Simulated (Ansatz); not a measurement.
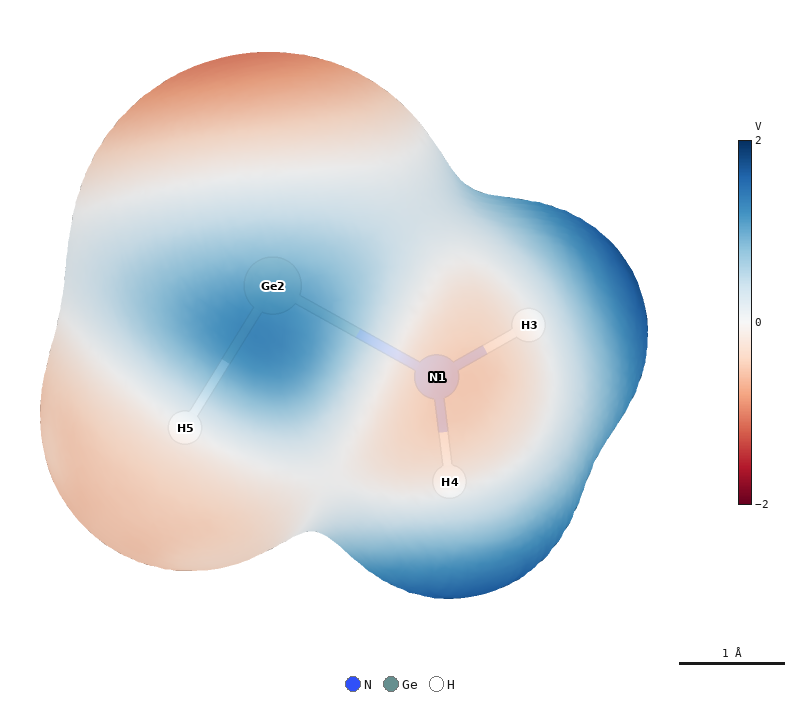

Figure. GeH3N. The electrostatic potential painted on the density surface at 0.002 e/bohr³, seen across its widest extent; red is negative and blue positive.

The calculation used RKS PBE0/def2-SVP in Ansatz.

```tsv
atom	x (Å)	y (Å)	z (Å)
N	-0.0839	-0.5988	0.0966
Ge	0.9891	0.8548	0.2608
H	0.1843	-1.5040	0.4690
H	-0.9918	-0.6261	-0.3554
H	-0.0476	1.8003	-0.5123
```

Question: Describe the electrostatic potential map.

Answer: The most negative region (about −1.0 V) lies over Ge2, the most positive (about +1.7 V) over H3 and H4.
